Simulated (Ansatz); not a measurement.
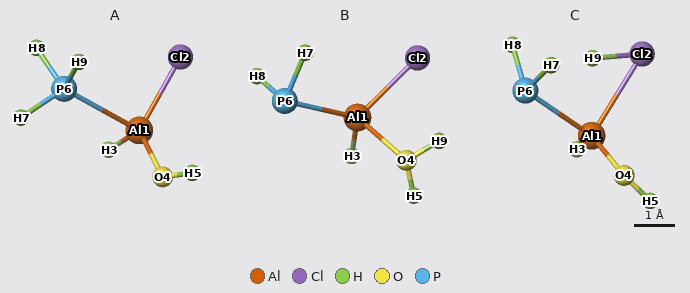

3 geometries from a converged minimum-energy path of AlPH₅OCl, shuffled. The picture is a ball-and-stick view, seen from a free direction.

Level of theory: RKS PBE0/def2-SVP (Ansatz). Settings: 5 movable images; climbing image; force threshold 0.05 eV/Å; iteration limit 60; starting path through a guess of the saddle point.

One of them is the converged climbing image. Which?

C. In order along the path, whose images run from 0 to 6: A (image 0, 0.00 eV), C (image 3, +1.72 eV), B (image 6, +0.33 eV). A hydrogen atom shifts from one atom to another. Breaking: P6–H9 (1.42 → 2.02 at the top → 4.07 Å). Forming: O4–H9 (3.90 → 3.14 at the top → 0.97 Å).

Cost: 3.9 min on 2 threads of Arm Neoverse V1 (shared host), peak memory 0.2 GiB.
